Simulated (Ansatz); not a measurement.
# BBrH₃N: ionisation energy by level of theory

Aim: the vertical ionisation energy of BBrH₃N, as cation minus neutral at the neutral's geometry, on several levels, and how well −ε(HOMO) stands in for it.

Method: unrestricted cation, the program's frozen cores in correlated methods; program: Ansatz 0.2.0, Gaussian basis.

The runs, in order: UKS PBE-D4/def2-TZVPP; UKS r2SCAN-D4/def2-TZVPP; UKS PBE0-D4/def2-TZVPP; UKS B3LYP-D4/def2-TZVPP; UKS wB97X-V/def2-TZVPP; UKS wB97M-V/def2-TZVPP; UKS B2PLYP/def2-TZVPP; UHF-CCSD(T)/def2-TZVPP; UHF-MP2/def2-QZVPP; extrapolation to the limit; then −ε(HOMO) from the neutral's earlier runs with LDA (SPW92), PBE-D4, revPBE-D4, BLYP-D4, r2SCAN-D4, B97M-V, PBE0-D4, B3LYP-D4, r2SCANh-D4, r2SCAN0-D4, HSE06-D4, BHLYP-D4, CAM-B3LYP-D4, LC-ωPBE, ωB97X-V, ωB97M-V.

### 1 The geometry

An earlier PBE0-D4 in a triple-zeta def2 set relaxation fixed the geometry.

6 atoms, charge 0, spin multiplicity 1.

Atoms are counted from 1 here; the program's logs count them from 0.

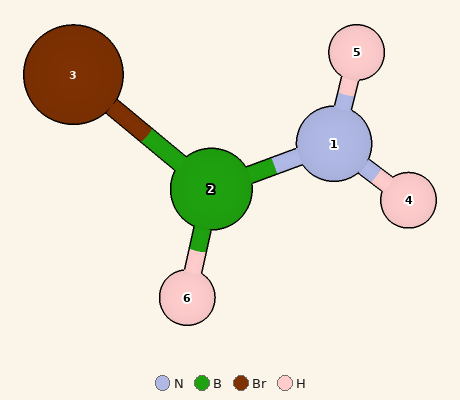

The geometry (nitrogen light blue, boron green, bromine brown, hydrogen pink); atoms are numbered from 1 in the order of the file.

### 2 Cation, UKS PBE-D4/def2-TZVPP

Input file in.yaml:

```yaml
crystal:
  periodic: [false, false, false]
  atoms:
    - {symbol: N, position_ang: [-0.228445, -0.210672, -0.724685]}
    - {symbol: B, position_ang: [0.246421, -0.041587, 0.560111]}
    - {symbol: Br, position_ang: [0.107771, 1.687225, 1.408461]}
    - {symbol: H, position_ang: [-0.174891, -1.094677, -1.201528]}
    - {symbol: H, position_ang: [-0.652655, 0.528841, -1.259397]}
    - {symbol: H, position_ang: [0.743898, -0.933130, 1.170738]}
basis:
  gaussian: {orbitals: def2-TZVPP}
total_charge: 1
magnetization: {spin_polarized: true, initial_magnetization: 1}
hamiltonian: {xc: pbe, dispersion: d4}
```

Standard output:

```text
Functional definition: PBE
  name "PBE"
  cite "Perdew, Burke & Ernzerhof, Phys. Rev. Lett. 77, 3865 (1996) doi:10.1103/PhysRevLett.77.3865"
  parent pbe
  parameter kappa = 0.804
  parameter beta = 0.06672455060314922
  exchange = pbe_x(kappa = kappa, mu = beta*pi^2/3)
  correlation = pbe_c(beta = beta)
877 factors; their error is unknown
mean field evaluation 1: about -72217.7347 eV, gradient 7.4e1 eV
mean field evaluation 2: about -72120.8402 eV, gradient 1.4e2 eV
mean field evaluation 4: about -72234.5141 eV, gradient 3.1e1 eV
mean field evaluation 8: about -72240.4014 eV, gradient 8.8e0 eV
mean field evaluation 16: about -72240.9275 eV, gradient 1.4e-1 eV
mean field evaluation 32: about -72239.3750 eV, gradient 5.6e0 eV
mean field -72240.92809987 eV, -2654.8051410103 hartree, gradient 4.9e-6 eV, S^2 0.756024; 5 other end points of the search recorded, 0 dependent functions left out
reference -72240.92813336 eV, -2654.8051422412 hartree; 25, 24 occupied and 127, 128 virtual orbitals, 877 factors
Total energy: -72241.00789922 eV, -2654.8080735824 hartree
```

Wall time 9.5 s (2 threads, shared host); peak memory 0.34 GiB.

The neutral molecule at this level: -72251.1457 eV. Difference: 10.138 eV. ⟨S²⟩ = 0.756.

### 3 Cation, UKS r2SCAN-D4/def2-TZVPP

Edit in.yaml of step 2 so:

```diff
@@ -13,2 +13,2 @@
 magnetization: {spin_polarized: true, initial_magnetization: 1}
-hamiltonian: {xc: pbe, dispersion: d4}
+hamiltonian: {xc: r2scan, dispersion: d4}
```

Standard output, shortened:

```text
Functional definition: r2SCAN
  name "r2SCAN"
  cite "Furness, Kaplan, Ning, Perdew & Sun, J. Phys. Chem. Lett. 11, 8208 (2020) doi:10.1021/acs.jpclett.0c02405"
  cite "Furness, Kaplan, Ning, Perdew & Sun, J. Phys. Chem. Lett. 11, 9248 (2020) doi:10.1021/acs.jpclett.0c03077"
  parent r2scan
[...]
877 factors; their error is unknown
[...]
mean field -72252.63557289 eV, -2655.2353827084 hartree, gradient 7.8e-6 eV, S^2 0.768674; 4 other end points of the search recorded, 0 dependent functions left out
reference -72252.63558439 eV, -2655.2353831309 hartree; 25, 24 occupied and 127, 128 virtual orbitals, 877 factors
Total energy: -72252.65328410 eV, -2655.2360335832 hartree
```

Run time: 17 s. Hardware: 2 threads, shared host; peak memory 0.39 GiB.

The neutral molecule at this level: -72262.9262 eV. Difference: 10.273 eV. ⟨S²⟩ = 0.769.

### 4 Cation, UKS PBE0-D4/def2-TZVPP

Edit in.yaml of step 3 so:

```diff
@@ -13,2 +13,2 @@
 magnetization: {spin_polarized: true, initial_magnetization: 1}
-hamiltonian: {xc: r2scan, dispersion: d4}
+hamiltonian: {xc: pbe0, dispersion: d4}
```

Standard output:

```text
Functional definition: PBE0
  name "PBE0"
  cite "Adamo & Barone, J. Chem. Phys. 110, 6158 (1999) doi:10.1063/1.478522"
  cite "Perdew, Burke & Ernzerhof, Phys. Rev. Lett. 77, 3865 (1996) doi:10.1103/PhysRevLett.77.3865"
  parent pbe
  parameter a = 0.25
  parameter kappa = 0.804
  parameter beta = 0.06672455060314922
  exchange = (1 - a)*pbe_x(kappa = kappa, mu = beta*pi^2/3) + a*exact_x
  correlation = pbe_c(beta = beta)
914 factors; their error is unknown
mean field evaluation 1: about -72228.3551 eV, gradient 6.0e1 eV
mean field evaluation 2: about -72194.6284 eV, gradient 9.1e1 eV
mean field evaluation 4: about -72242.7318 eV, gradient 6.0e0 eV
mean field evaluation 8: about -72242.8461 eV, gradient 8.1e-2 eV
mean field evaluation 16: about -72243.2881 eV, gradient 5.1e-3 eV
mean field evaluation 32: about -72243.4410 eV, gradient 5.6e-3 eV
mean field -72243.44104692 eV, -2654.8974901111 hartree, gradient 3.5e-6 eV, S^2 0.772635; 2 other end points of the search recorded, 0 dependent functions left out
reference -72243.44107194 eV, -2654.8974910307 hartree; 25, 24 occupied and 127, 128 virtual orbitals, 914 factors
Total energy: -72243.50754919 eV, -2654.8999340245 hartree
```

Run time: 9.5 s. Hardware: 2 threads, shared host; peak memory 0.58 GiB.

The neutral molecule at this level: -72253.8777 eV. Difference: 10.370 eV. ⟨S²⟩ = 0.773.

### 5 Cation, UKS B3LYP-D4/def2-TZVPP

Edit in.yaml of step 4 so:

```diff
@@ -13,2 +13,2 @@
 magnetization: {spin_polarized: true, initial_magnetization: 1}
-hamiltonian: {xc: pbe0, dispersion: d4}
+hamiltonian: {xc: {name: B3LYP}, dispersion: d4}
```

Standard output, shortened:

```text
Functional definition: B3LYP
  name "B3LYP"
  cite "Stephens, Devlin, Chabalowski & Frisch, J. Phys. Chem. 98, 11623 (1994) doi:10.1021/j100096a001"
  cite "Becke, Phys. Rev. A 38, 3098 (1988) doi:10.1103/PhysRevA.38.3098"
  cite "Lee, Yang & Parr, Phys. Rev. B 37, 785 (1988) doi:10.1103/PhysRevB.37.785"
  cite "Vosko, Wilk & Nusair, Can. J. Phys. 58, 1200 (1980) doi:10.1139/p80-159"
[...]
914 factors; their error is unknown
[...]
mean field -72255.30645801 eV, -2655.3335359260 hartree, gradient 3.8e-6 eV, S^2 0.766178; 3 other end points of the search recorded, 0 dependent functions left out
reference -72255.30666974 eV, -2655.3335437071 hartree; 25, 24 occupied and 127, 128 virtual orbitals, 914 factors
Total energy: -72255.43764822 eV, -2655.3383570775 hartree
```

Run time: 11 s. Hardware: 2 threads, shared host; peak memory 0.57 GiB.

Less the neutral's -72265.8040 eV (earlier run), this gives 10.366 eV. ⟨S²⟩ = 0.766.

### 6 Cation, UKS wB97X-V/def2-TZVPP

Edit in.yaml of step 5 so:

```diff
@@ -13,2 +13,2 @@
 magnetization: {spin_polarized: true, initial_magnetization: 1}
-hamiltonian: {xc: {name: B3LYP}, dispersion: d4}
+hamiltonian: {xc: {name: wB97X-V}}
```

Standard output, shortened:

```text
Functional definition: wB97X-V
  name "wB97X-V"
  cite "Mardirossian & Head-Gordon, Phys. Chem. Chem. Phys. 16, 9904 (2014) doi:10.1039/C3CP54374A"
  cite "Becke, J. Chem. Phys. 107, 8554 (1997) doi:10.1063/1.475007"
  cite "Vydrov & Van Voorhis, J. Chem. Phys. 133, 244103 (2010) doi:10.1063/1.3521275"
[...]
      + integral(e_c_pw_opposite_spin*poly(b97_u_opposite, cos0, cos1)) + vv10(b, c)
914 factors; their error is unknown
190 factors; integrals over basis functions are off by at most 5.3e-5 eV
[...]
mean field -72246.99469841 eV, -2655.0280843948 hartree, gradient 8.2e-6 eV, S^2 0.776307; 6 other end points of the search recorded, 0 dependent functions left out
reference -72246.99469690 eV, -2655.0280843393 hartree; 25, 24 occupied and 127, 128 virtual orbitals, 914 factors
Total energy: -72246.99469690 eV, -2655.0280843393 hartree
```

Run time: 84 s. Hardware: 2 threads, shared host; peak memory 0.71 GiB.

Less the neutral's -72257.5779 eV (earlier run), this gives 10.583 eV. ⟨S²⟩ = 0.776.

### 7 Cation, UKS wB97M-V/def2-TZVPP

Edit in.yaml of step 6 so:

```diff
@@ -13,2 +13,2 @@
 magnetization: {spin_polarized: true, initial_magnetization: 1}
-hamiltonian: {xc: {name: wB97X-V}}
+hamiltonian: {xc: {name: wB97M-V}}
```

Standard output, shortened:

```text
Functional definition: wB97M-V
  name "wB97M-V"
  cite "Mardirossian & Head-Gordon, J. Chem. Phys. 144, 214110 (2016) doi:10.1063/1.4952647"
  cite "Becke, J. Chem. Phys. 107, 8554 (1997) doi:10.1063/1.475007"
  cite "Vydrov & Van Voorhis, J. Chem. Phys. 133, 244103 (2010) doi:10.1063/1.3521275"
  # Of w^i u^j: cxij and so on, Table III.
[...]
  gx(w, u) = 1 - cx + cx01*u + cx10*w
  gss(w, u) = css00 + css04*u^4 + css10*w + css20*w^2 + css43*w^4*u^3
  gos(w, u) = cos00 + cos10*w + (cos20 + cos21*u)*w^2 + (cos60 + cos61*u)*w^6
[...]
      + integral(e_c_pw_mod_opposite_spin*gos(b97_w_opposite, b97_u_opposite)) + vv10(b, c)
909 factors; their error is unknown
190 factors; integrals over basis functions are off by at most 5.3e-5 eV
[...]
mean field -72249.20143611 eV, -2655.1091805092 hartree, gradient 6.7e-6 eV, S^2 0.772479; 4 other end points of the search recorded, 0 dependent functions left out
reference -72249.20147642 eV, -2655.1091819909 hartree; 25, 24 occupied and 127, 128 virtual orbitals, 909 factors
Total energy: -72249.20147642 eV, -2655.1091819909 hartree
```

Wall time 52 s (2 threads, shared host); peak memory 0.69 GiB.

Less the neutral's -72259.7334 eV (earlier run), this gives 10.532 eV. ⟨S²⟩ = 0.772.

### 8 Cation, UKS B2PLYP (frozen core)/def2-TZVPP

Edit in.yaml of step 7 so:

```diff
@@ -13,2 +13,2 @@
 magnetization: {spin_polarized: true, initial_magnetization: 1}
-hamiltonian: {xc: {name: wB97M-V}}
+hamiltonian: {xc: {name: B2PLYP}}
```

Standard output, shortened:

```text
Functional definition: B2PLYP
  name "B2PLYP"
  cite "Grimme, J. Chem. Phys. 124, 034108 (2006) doi:10.1063/1.2148954"
  cite "Becke, Phys. Rev. A 38, 3098 (1988) doi:10.1103/PhysRevA.38.3098"
  cite "Lee, Yang & Parr, Phys. Rev. B 37, 785 (1988) doi:10.1103/PhysRevB.37.785"
[...]
940 factors; integrals over basis functions are off by at most 1.1e-3 eV
[...]
mean field -72236.94132803 eV, -2654.6586298475 hartree, gradient 4.5e-6 eV, S^2 0.798769; 8 other end points of the search recorded, 0 dependent functions left out
11 core orbitals not correlated: weight in the atoms' cores, before any rotation towards them, 1.000 or more for the frozen orbitals, at most 0.000 for the correlated occupied ones
reference -72236.94146167 eV, -2654.6586347587 hartree; 14, 13 occupied and 127, 128 virtual orbitals, 940 factors
second order -18.41323405 eV of doubles, -0.00000000 eV of singles
Total energy: -72241.91303486 eV, -2654.8413367038 hartree
```

It took 28 s on 2 threads, shared host; peak memory 0.56 GiB.

Less the neutral's -72252.3417 eV (earlier run), this gives 10.429 eV. ⟨S²⟩ = 0.799.

### 9 Cation, UHF-CCSD(T)/def2-TZVPP

Edit in.yaml of step 8 so:

```diff
@@ -13,2 +13,3 @@
 magnetization: {spin_polarized: true, initial_magnetization: 1}
-hamiltonian: {xc: {name: B2PLYP}}
+correlation: {method: ccsd_t}
+scf: {omitted_lower_state_checks: [cluster_reference]}
```

Standard output, shortened:

```text
Functional definition: HF
  name "HF"
  cite "Fock, Z. Phys. 61, 126 (1930) doi:10.1007/BF01340294"
  parent pbe
[...]
940 factors; integrals over basis functions are off by at most 1.1e-3 eV
[...]
mean field -72193.46768110 eV, -2653.0610027903 hartree, gradient 1.3e-6 eV, S^2 0.760150; 6 other end points of the search recorded, 0 dependent functions left out
11 core orbitals not correlated: weight in the atoms' cores, before any rotation towards them, 1.000 or more for the frozen orbitals, at most 0.000 for the correlated occupied ones
reference -72193.46768110 eV, -2653.0610027903 hartree; 14, 13 occupied and 127, 128 virtual orbitals, 940 factors
second order -15.08109914 eV of doubles, -0.00000000 eV of singles
cycle   1  -15.36175125 eV  change   -2.8e-1 eV  update   8.0e-2
[...]
cycle  13  -15.80305848 eV  change   -1.0e-5 eV  update   1.5e-5
perturbative correction -0.57042178 eV, -0.0209626136 hartree
Total energy: -72209.84116135 eV, -2653.6627170913 hartree
Checks for a lower state left out: cluster_reference
```

Wall time 77 s (2 threads, shared host); peak memory 2.5 GiB.

Less the neutral's -72220.4056 eV (earlier run), this gives 10.564 eV. ⟨S²⟩ = 0.760. T1 = 0.015 (report).

### 10 Cation, UHF-MP2/def2-QZVPP

Edit in.yaml of step 9 so:

```diff
@@ -10,6 +10,6 @@
 basis:
-  gaussian: {orbitals: def2-TZVPP}
+  gaussian: {orbitals: "def2-QZVPP.json"}
 total_charge: 1
 magnetization: {spin_polarized: true, initial_magnetization: 1}
-correlation: {method: ccsd_t}
+correlation: {method: mp2}
 scf: {omitted_lower_state_checks: [cluster_reference]}
```

Standard output, shortened:

```text
Functional definition: HF
  name "HF"
  cite "Fock, Z. Phys. 61, 126 (1930) doi:10.1007/BF01340294"
  parent pbe
[...]
1819 factors; integrals over basis functions are off by at most 9.3e-4 eV
[...]
mean field -72194.92318685 eV, -2653.1144916404 hartree, gradient 3.8e-6 eV, S^2 0.760585; 6 other end points of the search recorded, 0 dependent functions left out
11 core orbitals not correlated: weight in the atoms' cores, before any rotation towards them, 1.000 or more for the frozen orbitals, at most 0.000 for the correlated occupied ones
reference -72194.92318685 eV, -2653.1144916404 hartree; 14, 13 occupied and 268, 269 virtual orbitals, 1819 factors
second order -24.18779693 eV of doubles, -0.00000000 eV of singles
Total energy: -72219.11098378 eV, -2654.0033767824 hartree
Checks for a lower state left out: cluster_reference
```

Wall time 50 s (2 threads, shared host); peak memory 1.1 GiB.

The neutral molecule at this level: -72229.9393 eV. Difference: 10.828 eV. ⟨S²⟩ = 0.761.

### 11 The basis-set limit

This step is arithmetic on the last runs, with X = 3 and 4: exp(−7.88√X) for Hartree-Fock, X^−2.97 for correlation; only MP2 was run in the larger set, so CCSD(T) minus MP2 is added from the smaller one.

| level | energy at the limit (eV) |
| --- | --- |
| HF | -72195.1237 |
| MP2 | -72226.0572 |
| CCSD | -72226.7791 |
| CCSD(T) | -72227.3495 |

This is no true limit for total energies: MP2 correlation changes by a factor of 1.60 from triple to quadruple zeta (about 1.07 in light molecules), because outer-core shells are correlated in sets not made for them. Much of that cancels between molecule and atoms or ions.

The neutral's limit, from its own earlier runs, is -72238.1547 eV in the additive form (MP2 limit plus CCSD(T) minus MP2 in triple zeta), in which the cation has -72227.3495 eV.

### 12 Ionisation energies side by side

Differences are taken before rounding.

| method | ionisation energy (eV) | from CCSD(T)/CBS (eV) | time |
| --- | --- | --- | --- |
| PBE-D4 | 10.14 | -0.67 | 11 s |
| r2SCAN-D4 | 10.27 | -0.53 | 19 s |
| PBE0-D4 | 10.37 | -0.44 | 11 s |
| B3LYP-D4 | 10.37 | -0.44 | 13 s |
| ωB97X-V | 10.58 | -0.22 | 88 s |
| ωB97M-V | 10.53 | -0.27 | 58 s |
| B2PLYP | 10.43 | -0.38 | 30 s |
| HF/def2-TZVPP | 9.66 | -1.14 |  |
| MP2/def2-TZVPP | 10.69 | -0.11 |  |
| CCSD/def2-TZVPP | 10.52 | -0.28 |  |
| CCSD(T)/def2-TZVPP | 10.56 | -0.24 | 95 s |
| CCSD(T)/CBS | 10.81 | 0 | 2.6 min |

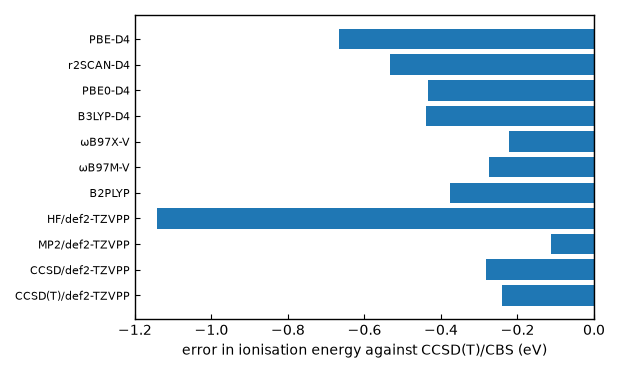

Deviations from CCSD(T)/CBS, method by method.

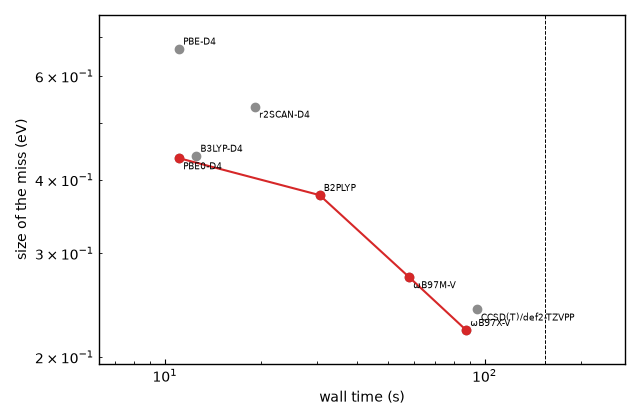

Accuracy for the time spent; red marks the levels that beat every quicker one drawn (of those quicker than the yardstick), and the dashed line is the time of CCSD(T)/CBS. Times are from a shared host.

Times add the cation's run and the neutral's; HF, MP2 and CCSD come out of the CCSD(T) runs.

For comparison, −ε(HOMO) of the neutral from earlier runs:

| functional | −ε(HOMO) (eV) | by energy difference (eV) |
| --- | --- | --- |
| LDA (SPW92) | 6.87 |  |
| PBE-D4 | 6.73 | 10.14 |
| revPBE-D4 | 6.68 |  |
| BLYP-D4 | 6.57 |  |
| r2SCAN-D4 | 7.05 | 10.27 |
| B97M-V | 7.14 |  |
| PBE0-D4 | 8.02 | 10.37 |
| B3LYP-D4 | 7.76 | 10.37 |
| r2SCANh-D4 | 7.52 |  |
| r2SCAN0-D4 | 8.24 |  |
| HSE06-D4 | 7.62 |  |
| BHLYP-D4 | 9.17 |  |
| CAM-B3LYP-D4 | 9.36 |  |
| LC-ωPBE | 10.77 |  |
| ωB97X-V | 10.41 | 10.58 |
| ωB97M-V | 10.27 | 10.53 |

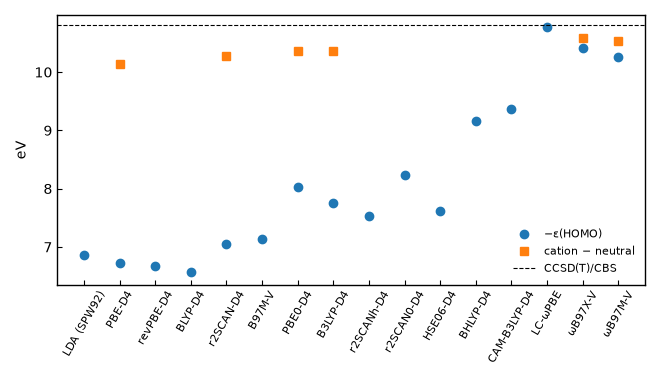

Orbital estimates and energy differences by functional.

### 13 Outcome

| quantity | value |
| --- | --- |
| ionisation energy, CCSD(T)/CBS | 10.81 eV |
| nearest functional by difference | ωB97X-V (-0.22 eV) |
| nearest −ε(HOMO) | LC-ωPBE (-0.04 eV) |
| −ε(HOMO) of PBE | 6.73 eV |
| T1 of the cation | 0.015 |

Energy differences with functionals land within 0.67 eV of the reference. The PBE orbital energy is 4.1 eV too small: a semilocal HOMO is no ionisation energy. Among orbital estimates LC-ωPBE comes nearest. Hartree-Fock falls 1.14 eV short, as the neutral has more correlation energy than the cation. Correlated methods include outer-core shells of Br, which these sets cover unevenly. With outer-core shells in play the reference is unsure by up to some tenths of an eV, so close misses can't be ranked.

For cost: ωB97X-V gets within 0.22 eV in 88 s, where CCSD(T)/CBS took 2.6 min; the quickest level in the cost chart, PBE0-D4, takes 11 s and misses by 0.44 eV.
